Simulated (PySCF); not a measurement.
# Two runs on C3H2FN3

System: C3H2FN3.
Method of the first run: GIAO B3LYP/pcSseg-2 NMR shielding, non-relativistic, gas phase (PySCF 2.14.0).

The geometry comes from this level: PBE0-D3(BJ)/def2-SVP. Text and figures count atoms from 1; the logs count them from 0 in places.

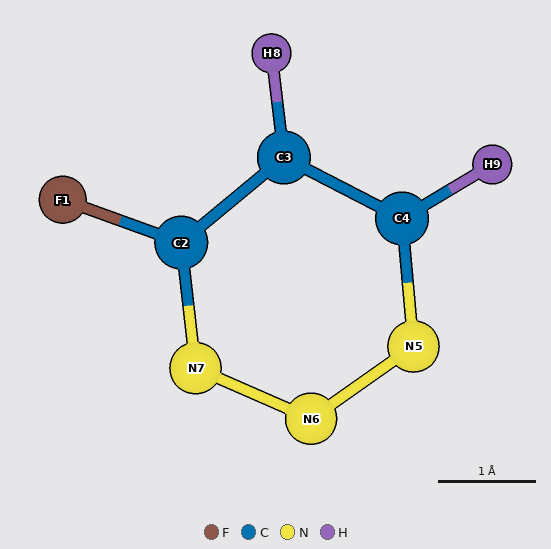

The structure (ball-and-stick view, seen on its broad side; atoms are numbered from 1 in the order of the input). Bond lengths as drawn: C–C 1.38 to 1.39 Å, C–F 1.31 Å, C–H 1.09 Å, C–N 1.31 to 1.34 Å and N–N 1.30 to 1.31 Å.

## The input, the first run
```
{"job": {"kind": "nmr", "xc": "B3LYP", "basis": "pcSseg-2", "pop": false}, "charge": 0, "multiplicity": 1}
F      2.357378     0.440892    -0.289141
C      1.133929    -0.011852    -0.145190
C      0.070274     0.866923    -0.001943
C     -1.147237     0.226063     0.146381
N     -1.260441    -1.105990     0.143113
N     -0.200600    -1.851009    -0.004702
N      0.990758    -1.318692    -0.147128
H      0.194259     1.950812    -0.005995
H     -2.080829     0.781922     0.274095
```

The first line tells a small driver script what to run in PySCF; the rest is the geometry in Å.

Launched with:
```bash
OMP_NUM_THREADS=1 python <driver script> task.json out
```

Hardware: 1 CPU thread, shared host.

## Output (the first run)
```
coarse grid: 8776 points
cycle   1  E = -379.6130186248  dE =  1.361e+00  |g| = 6.046e-01  |ddm| = 2.520e+00
cycle   2  E = -379.5538987636  dE =  5.912e-02  |g| = 8.613e-01  |ddm| = 8.955e-01
cycle   3  E = -379.6729941505  dE = -1.191e-01  |g| = 1.207e-01  |ddm| = 4.997e-01
cycle   4  E = -379.6747712832  dE = -1.777e-03  |g| = 6.951e-02  |ddm| = 1.259e-01
cycle   5  E = -379.6757913059  dE = -1.020e-03  |g| = 1.593e-02  |ddm| = 5.665e-02
cycle   6  E = -379.6758325195  dE = -4.121e-05  |g| = 7.177e-03  |ddm| = 1.459e-02
cycle   7  E = -379.6758445066  dE = -1.199e-05  |g| = 7.547e-04  |ddm| = 5.265e-03
cycle   8  E = -379.6758445689  dE = -6.224e-08  |g| = 5.009e-04  |ddm| = 7.776e-04
final grid: 88952 points
cycle   9  E = -379.6884434062  dE = -5.879e-05  |g| = 4.637e-03  |ddm| = 4.358e-02
cycle  10  E = -379.6884381883  dE =  5.218e-06  |g| = 7.025e-03  |ddm| = 9.150e-03
cycle  11  E = -379.6884476430  dE = -9.455e-06  |g| = 1.042e-03  |ddm| = 5.283e-03
cycle  12  E = -379.6884478410  dE = -1.979e-07  |g| = 3.982e-04  |ddm| = 1.063e-03
cycle  13  E = -379.6884478720  dE = -3.103e-08  |g| = 1.997e-04  |ddm| = 3.941e-04
cycle  14  E = -379.6884478803  dE = -8.342e-09  |g| = 3.469e-05  |ddm| = 1.569e-04
cycle  15  E = -379.6884478805  dE = -1.810e-10  |g| = 1.701e-05  |ddm| = 2.803e-05
converged SCF energy = -379.6884478805

GIAO shielding tensors (ppm)
atom      isotropic    diamagn.    paramagn.     s11        s22        s33       span
  0 F      249.597     468.280    -218.683    152.288    292.621    303.883    151.595
  1 C        2.601     252.162    -249.561   -100.339     24.509     83.633    183.973
  2 C       68.203     258.106    -189.903    -24.168     60.604    168.172    192.340
  3 C       19.089     251.724    -232.635   -111.276     29.153    139.391    250.667
  4 N     -196.268     316.253    -512.520   -535.804   -285.158    232.160    767.964
  5 N     -301.863     303.560    -605.423   -780.064   -280.990    155.465    935.529
  6 N     -159.937     318.965    -478.902   -466.301   -205.343    191.831    658.132
  7 H       24.665      31.635      -6.970     21.592     23.920     28.482      6.890
  8 H       22.427      30.310      -7.883     19.073     19.582     28.625      9.553
```

For the second run the input was changed thus:
```diff
-"xc": "B3LYP"
-"basis": "pcSseg-2"
-"pop": false
+"xc": "PBE0"
+"basis": "pcSseg-1"
```

Predict how the results change.

The total energies belong to different models, so their difference says nothing on which is more stable or more accurate. The HOMO goes from −7.55 to −7.83 eV. The LUMO goes from −2.61 to −2.42 eV. The dipole moment goes from 4.63 to 4.69 D. Of all shieldings, the largest change is that of N7, by +14.5 ppm. The functional changes from B3LYP to PBE0. The SCF takes 14 iterations against 15. The basis functions go from 280 to 129.

## Output (the second run)
```
coarse grid: 8776 points
cycle   1  E = -378.9856605685  dE =  1.427e+00  |g| = 5.652e-01  |ddm| = 3.111e+00
cycle   2  E = -378.9524221120  dE =  3.324e-02  |g| = 7.301e-01  |ddm| = 8.253e-01
cycle   3  E = -379.0411983612  dE = -8.878e-02  |g| = 1.048e-01  |ddm| = 4.837e-01
cycle   4  E = -379.0426259978  dE = -1.428e-03  |g| = 5.710e-02  |ddm| = 1.093e-01
cycle   5  E = -379.0433441361  dE = -7.181e-04  |g| = 1.152e-02  |ddm| = 5.401e-02
cycle   6  E = -379.0433657810  dE = -2.164e-05  |g| = 5.047e-03  |ddm| = 1.227e-02
cycle   7  E = -379.0433716667  dE = -5.886e-06  |g| = 8.246e-04  |ddm| = 4.503e-03
final grid: 88952 points
cycle   8  E = -379.0861544747  dE = -2.539e-05  |g| = 5.172e-03  |ddm| = 3.027e-02
cycle   9  E = -379.0861526714  dE =  1.803e-06  |g| = 6.292e-03  |ddm| = 1.025e-02
cycle  10  E = -379.0861604940  dE = -7.823e-06  |g| = 1.231e-03  |ddm| = 5.501e-03
cycle  11  E = -379.0861607659  dE = -2.719e-07  |g| = 2.904e-04  |ddm| = 1.177e-03
cycle  12  E = -379.0861607821  dE = -1.616e-08  |g| = 1.420e-04  |ddm| = 3.442e-04
cycle  13  E = -379.0861607863  dE = -4.205e-09  |g| = 1.839e-05  |ddm| = 1.141e-04
cycle  14  E = -379.0861607863  dE = -4.479e-11  |g| = 1.104e-05  |ddm| = 2.230e-05
converged SCF energy = -379.0861607863

GIAO shielding tensors (ppm)
atom      isotropic    diamagn.    paramagn.     s11        s22        s33       span
  0 F      248.870     472.296    -223.426    147.456    290.155    308.999    161.543
  1 C       13.200     248.561    -235.361    -86.164     33.708     92.055    178.219
  2 C       77.168     259.192    -182.024    -12.376     68.844    175.036    187.412
  3 C       28.668     250.511    -221.842    -97.448     36.198    147.256    244.704
  4 N     -182.060     323.279    -505.339   -526.601   -268.877    249.298    775.899
  5 N     -290.291     311.143    -601.435   -777.224   -260.407    166.756    943.981
  6 N     -145.473     326.207    -471.681   -453.103   -192.652    209.335    662.438
  7 H       24.538      30.198      -5.660     21.158     24.514     27.942      6.784
  8 H       22.231      28.802      -6.572     19.269     19.340     28.083      8.815
```

## The two runs side by side

| quantity | the first run | the second run |
| --- | --- | --- |
| outcome | converged | converged |
| total energy (hartree) | −379.688448 | −379.086161 |
| HOMO (eV) | −7.55 | −7.83 |
| LUMO (eV) | −2.61 | −2.42 |
| dipole moment (D) | 4.63 | 4.69 |
| shielding of F1 (ppm) | 249.6 | 248.9 |
| shielding of C2 (ppm) | 2.6 | 13.2 |
| shielding of C3 (ppm) | 68.2 | 77.2 |
| shielding of C4 (ppm) | 19.1 | 28.7 |
| shielding of N5 (ppm) | −196.3 | −182.1 |
| shielding of N6 (ppm) | −301.9 | −290.3 |
| shielding of N7 (ppm) | −159.9 | −145.5 |
| SCF iterations | 15 | 14 |
| basis functions | 280 | 129 |
| wall time (shared host) | 36 s | 10 s |
